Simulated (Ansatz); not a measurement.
**Si₂NH₇O: geometry relaxation (part 2 of 2)**

The same run, continued: Si₂NH₇O; RKS B3LYP-D4/6-31G* (Ansatz 0.2.0). It belongs to a series of runs on one base structure; here: start relaxed.

Geometry of the input (Å):
```
Si 0.0000  0.0000  0.0000
O  0.0000  0.0000  1.6800
Si -1.3147  -0.4067  2.6436
H  -2.2390  -1.2403  1.8804
H  -0.8506  -1.1432  3.8157
H  -1.9987  0.8095  3.0733
H  1.3768  0.0000  -0.4862
H  -0.6877  1.1914  -0.4862
N  -0.8572  -1.4851  -0.6061
H  -1.3922  -2.1014  0.0704
H  -0.8219  -1.7344  -1.6357
```

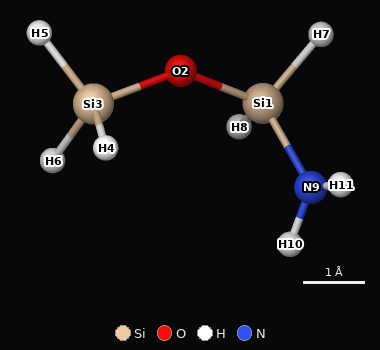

Figure 1. The geometry at step 40 of the log (ball-and-stick view, seen at a tilt; atoms are numbered from 1 in the order of the input).

**Output, continued**
```
relax step  31: F+E_penalty+E_count = -19409.43818127 eV  Δ(F+E_penalty+E_count) = +2.642e-3 eV  max|allowed force component| = 1.816e-1 eV/Å  Δτ_max = 0.1950 Å  (26 SCF iters, rejected (line search))
relax step  32: F+E_penalty+E_count = -19409.43283624 eV  Δ(F+E_penalty+E_count) = +7.987e-3 eV  max|allowed force component| = 4.917e-1 eV/Å  Δτ_max = 0.0357 Å  (25 SCF iters, rejected (line search))
relax step  33: F+E_penalty+E_count = -19409.44107016 eV  Δ(F+E_penalty+E_count) = -2.472e-4 eV  max|allowed force component| = 1.360e-2 eV/Å  Δτ_max = 0.0178 Å  (23 SCF iters, accepted)
relax step  34: F+E_penalty+E_count = -19409.44181849 eV  Δ(F+E_penalty+E_count) = -7.483e-4 eV  max|allowed force component| = 2.797e-2 eV/Å  Δτ_max = 0.0962 Å  (24 SCF iters, accepted)
relax step  35: F+E_penalty+E_count = -19409.44012437 eV  Δ(F+E_penalty+E_count) = +1.694e-3 eV  max|allowed force component| = 1.584e-1 eV/Å  Δτ_max = 0.1348 Å  (24 SCF iters, rejected (line search))
relax step  36: F+E_penalty+E_count = -19409.44217195 eV  Δ(F+E_penalty+E_count) = -3.535e-4 eV  max|allowed force component| = 3.409e-2 eV/Å  Δτ_max = 0.0439 Å  (24 SCF iters, accepted)
relax step  37: F+E_penalty+E_count = -19409.44237311 eV  Δ(F+E_penalty+E_count) = -2.012e-4 eV  max|allowed force component| = 6.423e-2 eV/Å  Δτ_max = 0.0732 Å  (24 SCF iters, accepted)
relax step  38: F+E_penalty+E_count = -19409.44258670 eV  Δ(F+E_penalty+E_count) = -2.136e-4 eV  max|allowed force component| = 5.358e-2 eV/Å  Δτ_max = 0.0144 Å  (21 SCF iters, accepted)
relax step  39: F+E_penalty+E_count = -19409.44291023 eV  Δ(F+E_penalty+E_count) = -3.235e-4 eV  max|allowed force component| = 2.185e-2 eV/Å  Δτ_max = 0.0219 Å  (21 SCF iters, accepted)
the calculation of the forces begins
reference -19409.09170939 eV, -713.2709643651 hartree; 25, 25 occupied and 57, 57 virtual orbitals, 883 factors
relax step  40: F+E_penalty+E_count = -19409.44339191 eV  Δ(F+E_penalty+E_count) = -4.817e-4 eV  max|allowed force component| = 1.702e-2 eV/Å  Δτ_max = 0.0676 Å  (24 SCF iters, accepted)
883 factors; integrals over basis functions are off by at most 6.8e-4 eV
mean field evaluation 256: about -19409.0914 eV, gradient 3.2e-5 eV
mean field -19409.09144140 eV, -713.2709545168 hartree, gradient 7.2e-5 eV, S^2 0.000000; 1 other end points of the search recorded, 0 dependent functions left out
the calculation of the forces begins
reference -19409.09170939 eV, -713.2709643651 hartree; 25, 25 occupied and 57, 57 virtual orbitals, 883 factors
Total energy: -19409.44365990 eV, -713.2838983078 hartree
Atom 0 at    -0.010840    -0.116787    -0.035174 Å, force    -0.002878    -0.009200    -0.001305 eV/Å
Atom 1 at    -0.136393    -0.324110     1.609072 Å, force    -0.007254     0.003121    -0.001822 eV/Å
Atom 2 at    -1.263278    -0.489501     2.803857 Å, force    -0.005968    -0.000017     0.001627 eV/Å
Atom 3 at    -1.830232    -1.867008     2.817664 Å, force     0.007519     0.010222    -0.001603 eV/Å
Atom 4 at    -0.613519    -0.224768     4.111931 Å, force     0.000749    -0.002289    -0.000943 eV/Å
Atom 5 at    -2.388947     0.471106     2.619711 Å, force     0.004028    -0.008626    -0.002477 eV/Å
Atom 6 at     1.426349    -0.283986    -0.345573 Å, force    -0.001703    -0.001044     0.000623 eV/Å
Atom 7 at    -0.521612     1.233665    -0.381990 Å, force     0.002413     0.000232    -0.000184 eV/Å
Atom 8 at    -0.903649    -1.221910    -1.006681 Å, force    -0.011576    -0.006777     0.002243 eV/Å
Atom 9 at    -1.892232    -1.086111    -1.178460 Å, force     0.017017     0.000458     0.003076 eV/Å
Atom 10 at    -0.650847    -2.200789    -1.065157 Å, force    -0.002347     0.013920     0.000765 eV/Å
Dipole moment:    -0.268399    -0.221674    -0.112566 e Å
```

**Trajectory as extended XYZ (Å, eV, eV/Å), 9 of the 40 frames kept, from step=1 to step=40**
```
11
Properties=species:S:1:pos:R:3:forces:R:3 step=1 energy=-19408.86225
Si    0.0000    0.0000    0.0000   -1.1139  -2.1539  -0.1841
O     0.0000    0.0000    1.6800   -0.5259  -0.3141  -0.4508
Si   -1.3147   -0.4067    2.6436    0.8705   0.3813  -0.3057
H    -2.2390   -1.2403    1.8804   -0.4182  -0.3106  -0.1807
H    -0.8506   -1.1432    3.8157    0.1643  -0.2398   0.3627
H    -1.9987    0.8095    3.0733   -0.3001   0.3900   0.1696
H     1.3768    0.0000   -0.4862    0.4774   0.0865  -0.0664
H    -0.6877    1.1914   -0.4862   -0.1851   0.5771  -0.0904
N    -0.8572   -1.4851   -0.6061    0.4189   0.5627   0.4260
H    -1.3922   -2.1014    0.0704    0.9194   0.9243  -1.7645
H    -0.8219   -1.7344   -1.6357   -0.3075   0.0964   2.0842
11
Properties=species:S:1:pos:R:3:forces:R:3 step=6 energy=-19409.30754
Si   -0.0730   -0.0921   -0.0492    0.0120   0.0491   0.0797
O    -0.1571   -0.2099    1.6055   -0.0671  -0.0279  -0.0463
Si   -1.3215   -0.3784    2.7675    0.0029  -0.0167  -0.0370
H    -2.4578   -1.2120    2.2659    0.0536   0.0254   0.0103
H    -0.7360   -1.0415    3.9591    0.0151   0.0116  -0.0087
H    -1.8743    0.9450    3.1662    0.0187  -0.0063   0.0001
H     1.3400    0.0398   -0.4843   -0.0298   0.0144   0.0004
H    -0.8163    1.1559   -0.4058    0.0196  -0.0580  -0.0127
N    -0.6786   -1.5488   -0.7396   -0.2921  -0.2764  -0.1737
H    -1.5886   -1.9183   -0.4548    0.3599   0.1661  -0.2350
H    -0.4220   -1.8498   -1.6813   -0.0928   0.1188   0.4229
11
Properties=species:S:1:pos:R:3:forces:R:3 step=11 energy=-19409.40129
Si   -0.1385   -0.1008   -0.0542   -0.0433  -0.0070  -0.0249
O    -0.2266   -0.2385    1.5952    0.0223  -0.0108   0.0562
Si   -1.2978   -0.3778    2.8415   -0.0127   0.0096  -0.0076
H    -2.4507   -1.2473    2.4679    0.0146  -0.0005   0.0077
H    -0.6039   -0.9739    4.0096    0.0050  -0.0066   0.0156
H    -1.8361    0.9559    3.2285    0.0073  -0.0095   0.0007
H     1.2931    0.0167   -0.4147   -0.0011   0.0014   0.0062
H    -0.9143    1.1125   -0.4218   -0.0074   0.0031  -0.0167
N    -0.7459   -1.4531   -0.9158    0.1359  -0.0389  -0.1716
H    -1.7257   -1.6622   -1.0421   -0.0188   0.0013  -0.0083
H    -0.1388   -2.1417   -1.3450   -0.1017   0.0579   0.1428
11
Properties=species:S:1:pos:R:3:forces:R:3 step=16 energy=-19409.43579
Si   -0.1329   -0.0857   -0.0758    0.0150   0.0022   0.0063
O    -0.2383   -0.2772    1.5707   -0.0149   0.0043  -0.0072
Si   -1.2850   -0.4048    2.8387    0.0029  -0.0045   0.0066
H    -2.4100   -1.3290    2.5178    0.0014  -0.0007   0.0003
H    -0.5517   -0.9374    4.0147    0.0001   0.0038  -0.0003
H    -1.8613    0.9226    3.1882   -0.0006  -0.0015  -0.0003
H     1.3105    0.0640   -0.3657    0.0006   0.0001  -0.0025
H    -0.9251    1.1085   -0.4672    0.0011  -0.0008   0.0016
N    -0.7264   -1.3864   -1.0330   -0.0286  -0.0084  -0.0084
H    -1.7209   -1.5081   -1.1826    0.0185   0.0070   0.0029
H    -0.2441   -2.2765   -1.0567    0.0044  -0.0015   0.0010
11
Properties=species:S:1:pos:R:3:forces:R:3 step=21 energy=-19409.43721
Si   -0.1081   -0.0865   -0.0784   -0.0060   0.0007   0.0043
O    -0.2635   -0.2576    1.5651   -0.0003   0.0001   0.0024
Si   -1.2875   -0.4198    2.8456   -0.0365  -0.0181   0.0121
H    -2.3053   -1.4823    2.5889    0.0396   0.0378   0.0116
H    -0.4981   -0.7970    4.0485   -0.0274   0.0232  -0.0353
H    -2.0102    0.8569    3.1155    0.0280  -0.0418  -0.0013
H     1.3489   -0.0286   -0.3373   -0.0160   0.0021  -0.0008
H    -0.8168    1.1523   -0.4927    0.0128  -0.0140   0.0044
N    -0.7597   -1.3561   -1.0404   -0.0213   0.0067  -0.0034
H    -1.7562   -1.4191   -1.2125    0.0317   0.0027   0.0070
H    -0.3287   -2.2724   -1.0531   -0.0046   0.0006  -0.0010
11
Properties=species:S:1:pos:R:3:forces:R:3 step=25 energy=-19409.43854
Si   -0.0841   -0.0935   -0.0725   -0.0088  -0.0018  -0.0252
O    -0.2592   -0.2639    1.5682    0.0134  -0.0069   0.0020
Si   -1.2859   -0.4359    2.8439   -0.0480  -0.0024   0.0489
H    -2.1898   -1.6087    2.6510    0.0370   0.0425   0.0083
H    -0.4863   -0.6458    4.0809   -0.0312   0.0107  -0.0474
H    -2.1351    0.7795    3.0166    0.0340  -0.0490  -0.0076
H     1.3748   -0.1055   -0.3241   -0.0081  -0.0030   0.0023
H    -0.7255    1.1819   -0.4830    0.0026  -0.0087   0.0036
N    -0.7932   -1.3230   -1.0474   -0.0099   0.0032   0.0131
H    -1.7911   -1.3349   -1.2217    0.0259   0.0009   0.0025
H    -0.4098   -2.2606   -1.0628   -0.0068   0.0145  -0.0006
11
Properties=species:S:1:pos:R:3:forces:R:3 step=30 energy=-19409.44082
Si   -0.0541   -0.1059   -0.0598   -0.0109  -0.0059  -0.0153
O    -0.2317   -0.2885    1.5794    0.0206  -0.0028   0.0004
Si   -1.2803   -0.4564    2.8382   -0.0173  -0.0062   0.0064
H    -2.0277   -1.7420    2.7414    0.0026   0.0095   0.0020
H    -0.5101   -0.4462    4.1077   -0.0053   0.0055  -0.0035
H    -2.2723    0.6559    2.8634    0.0056  -0.0104   0.0011
H     1.4006   -0.1981   -0.3169   -0.0010   0.0002  -0.0002
H    -0.6246    1.2085   -0.4494    0.0017  -0.0005   0.0001
N    -0.8380   -1.2781   -1.0469   -0.0045   0.0036   0.0083
H    -1.8325   -1.2220   -1.2296    0.0095   0.0007   0.0006
H    -0.5145   -2.2373   -1.0784   -0.0011   0.0063   0.0000
11
Properties=species:S:1:pos:R:3:forces:R:3 step=35 energy=-19409.44012 accepted=F
Si   -0.0225   -0.1176   -0.0360   -0.0038  -0.0071  -0.0131
O    -0.1389   -0.3344    1.6084   -0.0376  -0.0009   0.0261
Si   -1.2616   -0.4819    2.8113   -0.0802   0.0872   0.0605
H    -1.8985   -1.8332    2.7827    0.0638   0.0735   0.0345
H    -0.5859   -0.2736    4.1274   -0.0827  -0.0524  -0.1584
H    -2.3534    0.5366    2.6613    0.1312  -0.1089   0.0173
H     1.4183   -0.2510   -0.3498   -0.0181  -0.0019   0.0032
H    -0.5647    1.2237   -0.3742    0.0059  -0.0146   0.0038
N    -0.8895   -1.2386   -1.0138    0.0029  -0.0165   0.0088
H    -1.8825   -1.1314   -1.1823    0.0328   0.0018   0.0108
H    -0.6058   -2.2087   -1.0858   -0.0143   0.0398   0.0065
11
Properties=species:S:1:pos:R:3:forces:R:3 step=40 energy=-19409.44339
Si   -0.0108   -0.1168   -0.0352   -0.0029  -0.0092  -0.0013
O    -0.1364   -0.3241    1.6091   -0.0073   0.0031  -0.0018
Si   -1.2633   -0.4895    2.8039   -0.0060   0.0000   0.0016
H    -1.8302   -1.8670    2.8177    0.0075   0.0102  -0.0016
H    -0.6135   -0.2248    4.1119    0.0007  -0.0023  -0.0009
H    -2.3889    0.4711    2.6197    0.0040  -0.0086  -0.0025
H     1.4263   -0.2840   -0.3456   -0.0017  -0.0010   0.0006
H    -0.5216    1.2337   -0.3820    0.0024   0.0002  -0.0002
N    -0.9036   -1.2219   -1.0067   -0.0116  -0.0068   0.0022
H    -1.8922   -1.0861   -1.1785    0.0170   0.0005   0.0031
H    -0.6508   -2.2008   -1.0652   -0.0023   0.0139   0.0008
```

**Summary**

- outcome: converged
- total energy: −19409.4437 eV
- mean-field energy: −19409.0917 eV
- largest force (length of the vector) at the end: 0.017 eV/Å
- hardware: 1 thread of Arm Neoverse N1, 24 GiB of memory available, shared host
- wall time: 4.4 min
- peak memory: 0.17 GiB
